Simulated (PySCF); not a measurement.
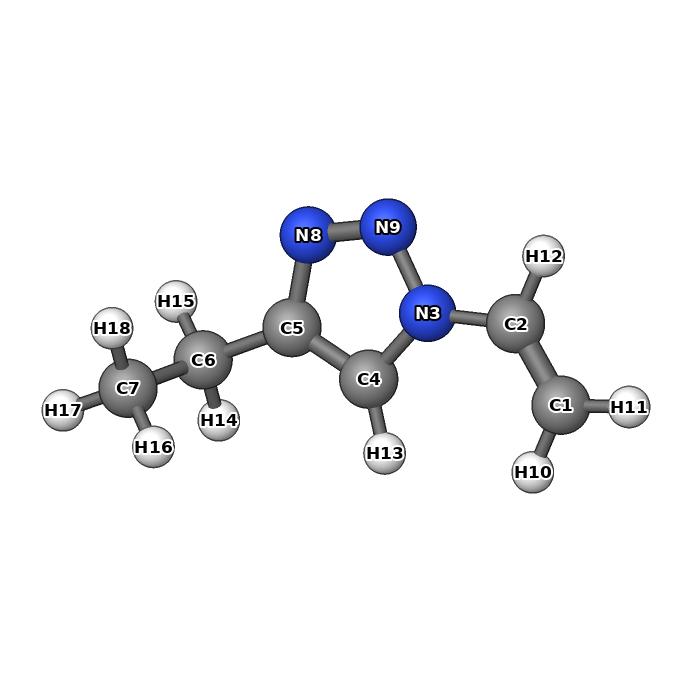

The thickness of each stick grows with its Mayer bond order. The geometry was computed by an optimisation with GFN2-xTB. No frequency run is at hand to confirm it as a minimum. Computed with PBE0/pcSseg-1 (PySCF 2.14.0).

> Which bond between heavy atoms has the highest Mayer bond order?

C1–C2, 1.91, at a length of 1.324 Å.

> Which bond between heavy atoms has the lowest Mayer bond order?

C2–N3, 0.94, at 1.386 Å.

List the Mayer bond orders of C1–C2, C2–N3, N3–C4, N3–N9, C4–C5, C5–C6, C5–N8, C6–C7, N8–N9 (bonds between heavy atoms, one of each equivalent set).

```tsv
bond	Mayer order	length (Å)
C1–C2	1.91	1.324
C2–N3	0.94	1.386
N3–C4	1.10	1.361
N3–N9	1.14	1.338
C4–C5	1.45	1.376
C5–C6	1.04	1.487
C5–N8	1.30	1.356
C6–C7	1.04	1.530
N8–N9	1.50	1.272
```
